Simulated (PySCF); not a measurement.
C₃H₄FP, SMILES `CC(F)C#P`.

PySCF calculation, PBE/6-311G**, gas phase; geometry: GFN2-xTB. No frequency check shows the geometry to be a minimum. GFN2-xTB bond lengths at metals and heavier atoms can be off by up to 0.1 Å and shapes distorted, which carries into these values.

Cartesian coordinates (Å):

```
C1       1.6073   -1.1368    0.1549
C2       0.8946    0.0940   -0.3994
F3       1.4079    1.2282    0.2251
C4      -0.5361    0.0200   -0.1916
P5      -2.0612   -0.0566    0.0795
H6       2.6799   -1.0369    0.0072
H7       1.4035   -1.2309    1.2193
H8       1.2518   -2.0265   -0.3578
H9       1.1180    0.2265   -1.4704
```

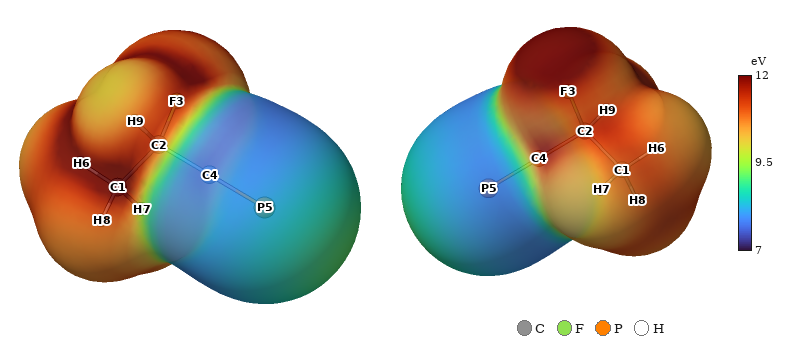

Average local ionisation energy on the surface of electron density 0.001 a.u. (back view left, front view right).

Question: Locate the minima of the map.

Answer: The lowest value is 7.8 eV, off the C4–P5 bond (2.3 to 2.4 Å from its atoms). Further minima include 7.8 eV, off the C4–P5 bond (2.3 Å from its atoms); 10.1 eV, 1.4 Å from H9; 10.4 eV, 1.4 Å from H6. For comparison, the highest occupied orbital lies at −6.7 eV.
